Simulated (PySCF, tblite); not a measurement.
# C₇H₁₃BS: geometry, infrared bands and NMR shifts

Wanted: the infrared bands and NMR shifts of C₇H₁₃BS (`C=C[C@@H]1BC[C@@H](SC)C1`), by calculation.

Computed with tblite 0.8.0 and PySCF 2.14.0, with density-fitted response routines of our own, on a single molecule in the gas phase. Atoms count from 0, in the outputs and in this text.

## Step 1: The molecule as given

22 atoms, charge 0, multiplicity 1; geometry from: force field or distance geometry start.

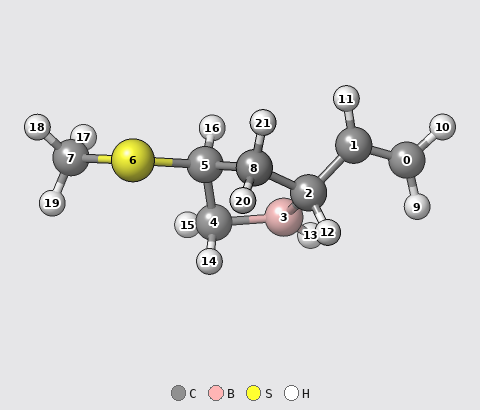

The starting geometry (carbon grey, boron pink, sulfur yellow, hydrogen white), atoms numbered.

## Step 2: Geometry optimisation with GFN2-xTB

Job settings and geometry (Å):

```
{"job": {"kind": "relax", "xc": "GFN2-xTB", "basis": "xTB"}, "charge": 0, "multiplicity": 1}
C     -3.669100    -0.318300    -0.000100
C     -2.457200    -0.686200     0.394800
C     -1.419200     0.361300     0.520700
B     -0.939200     0.947500    -0.886500
C      0.649000     1.032300    -0.658600
C      0.869300    -0.292200     0.023700
S      2.531400    -0.438300     0.723000
C      3.846500    -0.479100    -0.524500
C     -0.171900    -0.240900     1.116500
H     -3.899300     0.734300    -0.227700
H     -4.489800    -1.046000    -0.107300
H     -2.292200    -1.743700     0.624000
H     -1.800100     1.239200     1.103700
H     -1.585200     1.396800    -1.758100
H      0.801200     1.882800     0.019700
H      1.183300     1.107300    -1.618400
H      0.653000    -1.089200    -0.706600
H      3.500300    -0.897100    -1.498800
H      4.617000    -1.190100    -0.121500
H      4.276000     0.538900    -0.638200
H      0.145400     0.464400     1.930900
H     -0.359900    -1.264500     1.486900
```

Run with:

```console
$ OMP_NUM_THREADS=1 python probes_run.py task.json out
```

This one command runs all jobs of the session in turn.

Log:

```text
step      E/eV     max force
  0    -707.95765    2.234
  1    -708.21286    0.956
  2    -708.34639    0.784
  3    -708.40824    0.934
  4    -708.46904    0.538
  5    -708.49975    0.350
  6    -708.52261    0.379
  7    -708.54359    0.295
  8    -708.56030    0.329
  9    -708.57376    0.273
 10    -708.58476    0.273
 11    -708.59614    0.306
 12    -708.60873    0.263
 13    -708.62103    0.293
 14    -708.63095    0.238
 15    -708.63780    0.222
 16    -708.64291    0.149
 17    -708.64803    0.170
 18    -708.65353    0.178
 19    -708.65926    0.215
 20    -708.66538    0.174
 21    -708.67187    0.181
 22    -708.67840    0.171
 23    -708.68461    0.201
 24    -708.69026    0.188
 25    -708.69546    0.170
 26    -708.69989    0.168
 27    -708.70285    0.103
 28    -708.70480    0.107
 29    -708.70651    0.089
 30    -708.70828    0.103
 31    -708.71004    0.093
 32    -708.71166    0.087
 33    -708.71329    0.087
 34    -708.71533    0.120
 35    -708.71786    0.113
 36    -708.72052    0.124
 37    -708.72296    0.125
 38    -708.72544    0.137
 39    -708.72851    0.174
 40    -708.73245    0.159
 41    -708.73691    0.169
 42    -708.74132    0.147
 43    -708.74572    0.158
 44    -708.75059    0.169
 45    -708.75606    0.163
 46    -708.76025    0.209
 47    -708.76149    0.333
 48    -708.76767    0.229
 49    -708.77141    0.135
 50    -708.77592    0.113
 51    -708.77924    0.130
 52    -708.78199    0.117
 53    -708.78430    0.088
 54    -708.78600    0.083
 55    -708.78873    0.086
 56    -708.79072    0.093
 57    -708.79295    0.103
 58    -708.79517    0.096
 59    -708.79767    0.092
 60    -708.79993    0.086
 61    -708.80173    0.072
 62    -708.80312    0.091
 63    -708.80422    0.078
 64    -708.80521    0.069
 65    -708.80603    0.055
 66    -708.80657    0.055
 67    -708.80724    0.063
 68    -708.80801    0.053
 69    -708.80881    0.068
 70    -708.80961    0.087
 71    -708.81037    0.087
 72    -708.81109    0.071
 73    -708.81172    0.064
 74    -708.81225    0.052
 75    -708.81273    0.053
 76    -708.81323    0.053
 77    -708.81373    0.051
 78    -708.81410    0.035
 79    -708.81431    0.023
 80    -708.81446    0.027
 81    -708.81464    0.032
 82    -708.81490    0.039
 83    -708.81520    0.040
 84    -708.81551    0.035
 85    -708.81579    0.036
 86    -708.81612    0.036
 87    -708.81651    0.055
 88    -708.81694    0.053
 89    -708.81735    0.044
 90    -708.81773    0.050
 91    -708.81816    0.051
 92    -708.81865    0.056
 93    -708.81914    0.050
 94    -708.81957    0.044
 95    -708.81992    0.049
 96    -708.82023    0.057
 97    -708.82053    0.047
 98    -708.82087    0.036
 99    -708.82126    0.047
100    -708.82165    0.038
101    -708.82201    0.048
102    -708.82236    0.048
103    -708.82278    0.053
104    -708.82330    0.061
105    -708.82384    0.050
106    -708.82433    0.050
107    -708.82479    0.074
108    -708.82528    0.061
109    -708.82577    0.045
110    -708.82611    0.034
111    -708.82630    0.033
112    -708.82652    0.042
113    -708.82688    0.047
114    -708.82738    0.053
115    -708.82785    0.044
116    -708.82810    0.038
117    -708.82831    0.034
118    -708.82848    0.030
119    -708.82876    0.026
120    -708.82885    0.019
121    -708.82891    0.016
122    -708.82895    0.016
123    -708.82900    0.014
124    -708.82903    0.014
125    -708.82905    0.012
126    -708.82907    0.008
```

Wall time 1.1 s (1 thread of Arm Neoverse V1, shared host); peak memory 0.18 GiB.

Relaxation path: (not every step is listed)

```csv
step,energy from step 0 (eV),largest force (eV/Å)
0,0.0000,2.2344
1,-0.2552,0.9557
2,-0.3887,0.7838
3,-0.4506,0.9340
4,-0.5114,0.5384
5,-0.5421,0.3505
6,-0.5650,0.3789
7,-0.5859,0.2951
8,-0.6027,0.3287
19,-0.7016,0.2152
30,-0.7506,0.1031
41,-0.7793,0.1691
52,-0.8243,0.1171
63,-0.8466,0.0779
74,-0.8546,0.0519
85,-0.8581,0.0355
96,-0.8626,0.0566
107,-0.8671,0.0741
118,-0.8708,0.0295
121,-0.8713,0.0164
122,-0.8713,0.0158
123,-0.8714,0.0142
124,-0.8714,0.0140
125,-0.8714,0.0119
126,-0.8714,0.0075
```

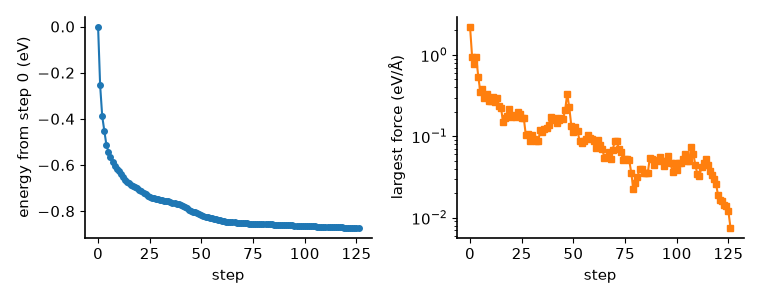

Energy and force, step by step.

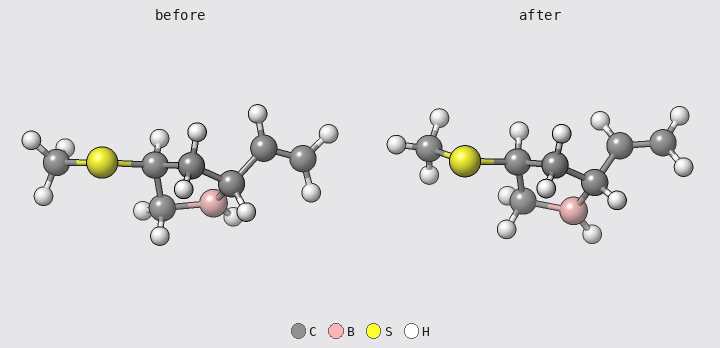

The geometry before (left) and after (right).

Distances of close pairs at the start and the end, largest changes first:

```csv
bond,before (Å),after (Å),change (Å)
C7–H18,1.123,1.085,-0.038
B3–C4,1.607,1.571,-0.036
C2–C8,1.508,1.543,+0.035
C8–H20,1.123,1.092,-0.031
C7–H17,1.115,1.087,-0.028
C2–H12,1.121,1.092,-0.028
C4–C5,1.506,1.534,+0.028
C0–H10,1.102,1.077,-0.025
```

The final coordinates are the input of the step that follows.

## Step 3: Harmonic vibrations with GFN2-xTB

Job settings and geometry (Å):

```
{"job": {"kind": "ir", "xc": "GFN2-xTB", "basis": "xTB"}, "charge": 0, "multiplicity": 1}
C     -3.596857    -0.607136     0.015632
C     -2.278795    -0.562871    -0.053790
C     -1.425635     0.524574     0.536614
B     -0.824785     1.377957    -0.658899
C      0.702184     1.021959    -0.757250
C      0.890078    -0.189143     0.164825
S      2.548764    -0.277784     0.941323
C      3.540775    -0.697671    -0.519823
C     -0.185889    -0.061613     1.243040
H     -4.165244     0.157438     0.519431
H     -4.164771    -1.408358    -0.426373
H     -1.737445    -1.344118    -0.571238
H     -2.044013     1.089801     1.237788
H     -1.412867     2.120793    -1.337983
H      1.267408     1.865290    -0.344120
H      1.107084     0.849615    -1.755287
H      0.767458    -1.119609    -0.395986
H      3.155784    -1.609309    -0.969301
H      4.556509    -0.855812    -0.173002
H      3.517219     0.122333    -1.231867
H      0.162143     0.638810     2.004661
H     -0.389517    -1.015761     1.729185
```

Log:

```text
mode    cm-1     km/mol
  1      44.9      2.11
  2      56.6      0.46
  3      76.1      1.80
  4     102.2      2.01
  5     151.7      1.00
  6     165.3      1.87
  7     235.9      0.70
  8     264.5      0.10
  9     304.7      2.81
 10     339.6      0.41
 11     406.6      2.41
 12     459.0      1.11
 13     571.5     10.54
 14     637.1      7.01
 15     680.9      4.48
 16     732.5      8.75
 17     761.8     30.64
 18     771.9     34.60
 19     837.9     37.21
 20     873.8     23.95
 21     884.5     19.60
 22     898.0      6.17
 23     937.1      7.45
 24     944.4      4.44
 25     951.3      7.05
 26     972.1      9.01
 27    1021.6      9.05
 28    1030.9     31.63
 29    1037.7      6.03
 30    1109.7      5.85
 31    1113.7     82.89
 32    1128.0     99.85
 33    1165.0     13.24
 34    1185.5      7.23
 35    1231.8     19.66
 36    1236.8     36.53
 37    1248.7     10.66
 38    1276.7     13.17
 39    1302.5      2.58
 40    1310.5      2.60
 41    1318.1      1.17
 42    1414.8      8.03
 43    1439.2     12.00
 44    1452.1     10.21
 45    1457.3      3.77
 46    1487.5      0.81
 47    1701.1     25.79
 48    2686.1    133.77
 49    2924.0      6.87
 50    2933.0     27.08
 51    2956.3     29.31
 52    2980.8     36.86
 53    2988.4     28.07
 54    2998.8     30.77
 55    3016.3     11.25
 56    3024.4     11.89
 57    3054.0     39.29
 58    3061.4      6.13
 59    3097.9     24.39
 60    3121.8     54.44
```

Wall time 0.97 s (1 thread of Arm Neoverse V1, shared host); peak memory 0.18 GiB.

The strongest bands and the atoms that carry them (share of the mass-weighted mode):

```csv
cm⁻¹,km/mol,atoms
838,37.2,"H13 43 %, B3 11 %"
1114,82.9,"B3 39 %, H13 11 %"
1128,99.8,"C2 17 %, B3 15 %, H14 14 %, C5 14 %"
1237,36.5,"H15 35 %, C4 26 %, H14 15 %"
2686,133.8,H13 92 %
2981,36.9,"H20 76 %, H21 11 %"
3054,39.3,H11 91 %
3122,54.4,"H10 53 %, H9 35 %"
```

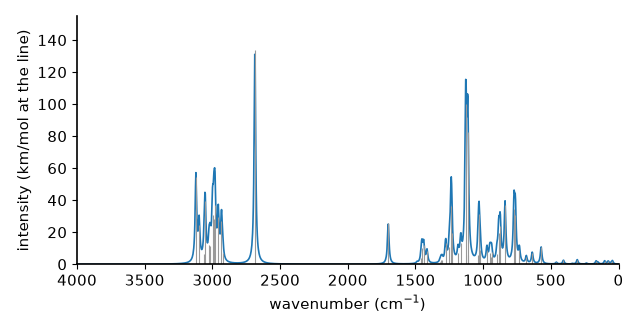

The infrared spectrum from these modes, unscaled. Lines are broadened to a width of 14 cm⁻¹ (Lorentzian).

## Step 4: Nuclear shieldings: PBE0/pcSseg-1

The job, as its differences from that of step 3:

```diff
@@ -1,2 +1,2 @@
-{"job": {"kind": "ir", "xc": "GFN2-xTB", "basis": "xTB"}, "charge": 0, "multiplicity": 1}
+{"job": {"kind": "nmr", "xc": "PBE0", "basis": "pcSseg-1"}, "charge": 0, "multiplicity": 1}
 C     -3.596857    -0.607136     0.015632
```

With the program's defaults for keys left out, this is: GIAO PBE0/pcSseg-1 NMR shielding, non-relativistic, gas phase.

Log:

```text
coarse grid: 18376 points
cycle   1  E = -696.8947393477  dE =  9.876e-01  |g| = 4.405e-01  |ddm| = 4.179e+00
cycle   2  E = -696.8988522362  dE = -4.113e-03  |g| = 4.414e-01  |ddm| = 8.561e-01
cycle   3  E = -696.9496039412  dE = -5.075e-02  |g| = 4.845e-02  |ddm| = 4.351e-01
cycle   4  E = -696.9499915392  dE = -3.876e-04  |g| = 3.026e-02  |ddm| = 9.843e-02
cycle   5  E = -696.9502069962  dE = -2.155e-04  |g| = 8.336e-03  |ddm| = 3.907e-02
cycle   6  E = -696.9502234164  dE = -1.642e-05  |g| = 2.926e-03  |ddm| = 1.005e-02
cycle   7  E = -696.9502253877  dE = -1.971e-06  |g| = 6.771e-04  |ddm| = 2.936e-03
final grid: 171248 points
cycle   8  E = -697.0065745732  dE = -5.206e-05  |g| = 1.060e-02  |ddm| = 4.096e-02
cycle   9  E = -697.0065553380  dE =  1.924e-05  |g| = 1.373e-02  |ddm| = 2.321e-02
cycle  10  E = -697.0066031067  dE = -4.777e-05  |g| = 1.736e-03  |ddm| = 1.458e-02
cycle  11  E = -697.0066038509  dE = -7.443e-07  |g| = 3.672e-04  |ddm| = 1.890e-03
cycle  12  E = -697.0066038829  dE = -3.196e-08  |g| = 1.230e-04  |ddm| = 4.106e-04
cycle  13  E = -697.0066038866  dE = -3.684e-09  |g| = 3.265e-05  |ddm| = 1.480e-04
cycle  14  E = -697.0066038868  dE = -2.449e-10  |g| = 9.214e-06  |ddm| = 4.003e-05
converged SCF energy = -697.0066038868

GIAO shielding tensors (ppm)
atom      isotropic    diamagn.    paramagn.     s11        s22        s33       span
  0 C       63.997     250.938    -186.942    -47.373     81.493    157.870    205.244
  1 C       46.824     255.920    -209.095    -76.840     55.662    161.652    238.492
  2 C      134.082     252.494    -118.413    114.336    136.560    151.349     37.012
  3 B        9.603     190.776    -181.173    -58.226    -20.157    107.191    165.416
  4 C      142.772     253.953    -111.181    110.261    154.478    163.577     53.316
  5 C      132.896     250.417    -117.521    104.056    135.833    158.800     54.744
  6 S      485.298    1057.327    -572.029    337.164    407.097    711.632    374.467
  7 C      165.741     250.722     -84.981    149.079    162.200    185.945     36.866
  8 C      145.164     247.679    -102.515    115.040    150.110    170.341     55.300
  9 H       26.184      30.073      -3.889     22.574     25.415     30.563      7.989
 10 H       26.319      28.305      -1.986     23.102     25.127     30.728      7.626
 11 H       26.082      32.696      -6.614     23.241     23.325     31.679      8.438
 12 H       28.784      33.452      -4.668     24.009     28.821     33.521      9.512
 13 H       23.875      30.487      -6.611     18.863     25.900     26.863      8.000
 14 H       30.627      31.699      -1.072     26.162     29.622     36.098      9.936
 15 H       28.951      32.353      -3.402     24.580     28.344     33.930      9.349
 16 H       28.742      34.288      -5.545     24.909     28.846     32.472      7.563
 17 H       29.646      30.430      -0.784     24.644     27.557     36.737     12.093
 18 H       29.675      27.875       1.800     24.641     26.343     38.041     13.400
 19 H       29.224      30.502      -1.278     23.546     28.233     35.893     12.348
 20 H       29.943      32.425      -2.482     23.999     31.443     34.386     10.386
 21 H       29.575      31.849      -2.273     24.871     29.170     34.686      9.815
```

It took 64 s on 1 thread of Arm Neoverse V1, shared host; peak memory 0.99 GiB.

The references, computed at this level on geometries of the same kind, shield at (ppm): ¹H TMS 31.72, ¹³C TMS 186.9, ¹¹B BF3·OEt2 100.1, ³³S CS2 504. Their shielding less the atom's gives the shift. The references are single molecules in the gas phase. Atoms listed in one row are averaged.

```csv
atoms,environment,σ (ppm),δ (ppm),δ scaled to CDCl3
C1,alkene CH,46.8,140.1,134.8
C0,terminal =CH2 carbon,64.0,122.9,118.1
C5,sp3 CH bonded to S,132.9,54.0,46.4
C2,allylic sp3 CH bonded to B,134.1,52.8,49.7
C4,sp3 CH2 bonded to B,142.8,44.2,41.2
C8,sp3 CH2 in a ring,145.2,41.8,38.8
C7,methyl carbon bonded to S,165.7,21.2,14.4
H13,"hydrogen on a boron bonded to 2 C, in a 5-membered ring",23.88,7.84,–
H11,hydrogen on an alkene CH,26.08,5.64,5.42
H9,hydrogen on a terminal =CH2 carbon,26.18,5.53,5.32
H10,hydrogen on a terminal =CH2 carbon,26.32,5.40,5.19
H16,hydrogen on an sp3 CH bonded to S,28.74,2.97,2.91
H12,hydrogen on an allylic sp3 CH bonded to B,28.78,2.93,2.87
H15,hydrogen on an sp3 CH2 bonded to B,28.95,2.77,2.71
"H17, H18, H19",hydrogen on a methyl carbon bonded to S,29.52,2.20,2.18
H21,hydrogen on an sp3 CH2 in a ring,29.58,2.14,2.12
H20,hydrogen on an sp3 CH2 in a ring,29.94,1.77,1.78
H14,hydrogen on an sp3 CH2 bonded to B,30.63,1.09,1.13
B3,"boron bonded to 2 C, H, in a 5-membered ring",9.6,90.5,–
S6,sulfide sulfur,485,18,–
```

The scaled column applies a straight-line fit of computed shieldings to shifts measured in CDCl3, with any fitted terms for Cl, Br or S neighbours (root-mean-square error 0.16 ppm for H, 1.9 ppm for C).

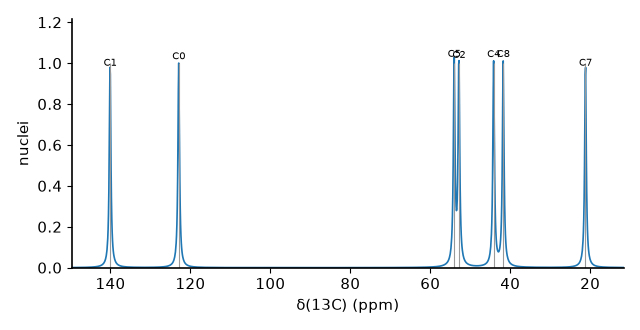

¹³C lines at the computed shifts, without couplings. Lines are broadened to a width of 0.48 ppm (Lorentzian).

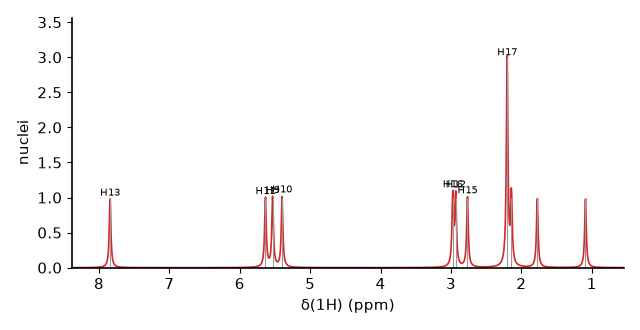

¹H lines at the computed shifts, without couplings. Lines are broadened to a width of 0.03 ppm (Lorentzian).

The run also stored atomic charges by several schemes (e):

```csv
atoms,Mulliken,IAO,Hirshfeld,ESP fit
C0,-0.12,-0.32,-0.11,-0.51
C1,-0.21,-0.12,-0.03,-0.11
C2,-0.45,-0.26,-0.09,0.20
B3,0.43,0.21,0.18,0.17
C4,-0.38,-0.42,-0.15,-0.20
C5,-0.43,-0.17,-0.03,0.01
S6,-0.02,0.05,-0.02,-0.24
C7,-0.37,-0.50,-0.12,-0.38
C8,-0.07,-0.26,-0.08,-0.48
```

Mulliken charges:

C0 -0.12; C1 -0.21; C2 -0.45; B3 0.43; C4 -0.38; C5 -0.43; S6 -0.02; C7 -0.37; C8 -0.07; H9 0.11; H10 0.11; H11 0.10; H12 0.13; H13 0.02; H14 0.15; H15 0.14; H16 0.15; H17 0.14; H18 0.15; H19 0.14; H20 0.13; H21 0.13

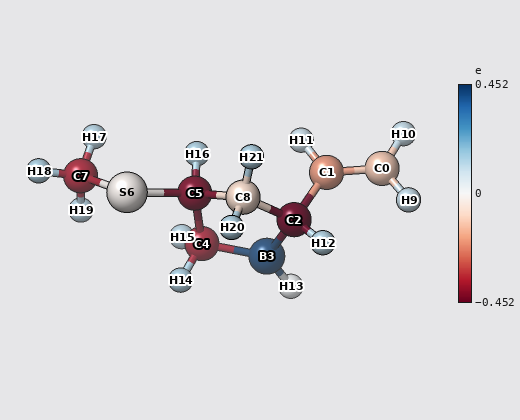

Mulliken charges, as colours on the atoms.

Mayer bond orders: C0–C1 1.99, C1–C2 0.97, C2–B3 0.91, B3–C4 0.99, C4–C5 0.97, C5–S6 1.02, S6–C7 0.99, C5–C8 0.98, C8–C2 1.03.

Ring of atoms C2, B3, C4, C5, C8: NICS(0) 1.2, NICS(1) -2.6, NICS(1)zz -2.2 ppm (means of both faces).

Orbitals, density, ELF and potential are computed afterwards from the orbital file.

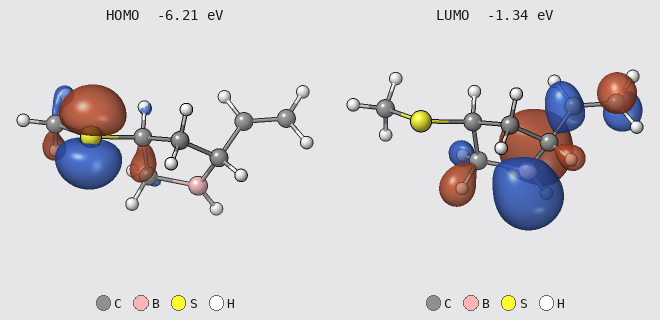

Frontier orbitals at PBE0/pcSseg-1; each surface holds 70 % of the orbital's density, blue and red mark the sign.

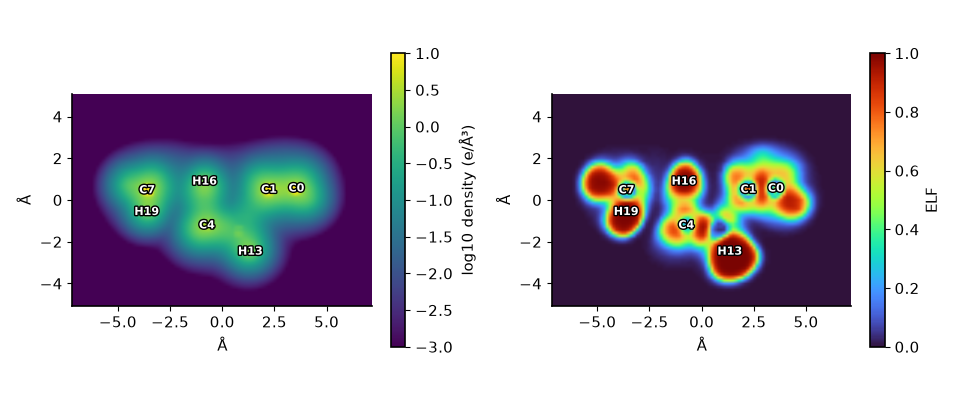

Density (left) and ELF (right) in a plane through or near 7 of the atoms.

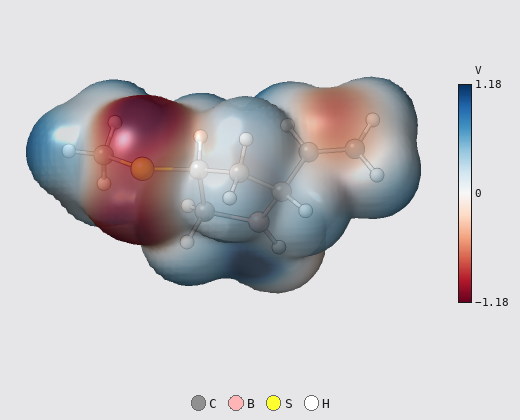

The potential that a unit positive charge feels on the 0.002 e/bohr³ surface, from -1.13 V near S6 to 1.18 V near B3.

## Step 5: Outcome

| quantity | value |
| --- | --- |
| strongest single infrared mode (GFN2-xTB) | 2686 cm⁻¹, 134 km/mol |
| zero-point energy (GFN2-xTB) | 113.8 kcal/mol |
| ¹³C shifts against TMS (PBE0/pcSseg-1) | 140.1, 122.9, 54.0, 52.8, 44.2, 41.8, 21.2 ppm |
| ¹H shifts against TMS (PBE0/pcSseg-1, means over atoms taken as alike) | 7.84, 5.64, 5.53, 5.40, 2.97, 2.93, 2.77, 2.20, 2.14, 1.77, 1.09 ppm |
| ¹¹B shifts against BF3·OEt2 (PBE0/pcSseg-1) | 90.5 ppm |
| ³³S shifts against CS2 (PBE0/pcSseg-1) | 18 ppm |
| surface potential, least and greatest | -1.13 V and 1.18 V |

The optimisation took 126 steps and gained 0.871 eV; among the close pairs (by a distance rule), C7–H18 changed most, from 1.123 to 1.085 Å. All 60 modes are real, so the xTB geometry is a minimum. The strongest single mode, at 2686 cm⁻¹, moves mainly H13. Unscaled tight-binding wavenumbers are off by several per cent, some by more. Its intensities can rank the bands wrongly. The most deshielded carbon is C1 (alkene CH), at 140.1 ppm: an sp2 carbon of a C=C bond. At PBE0/pcSseg-1: The largest span, 374 ppm, is at S6, where the paramagnetic term is -572 ppm. At PBE0/pcSseg-1, counted by nearest atom on the grid, the HOMO lies on S6 77 %, the LUMO on B3 47 %; H13 13 %.
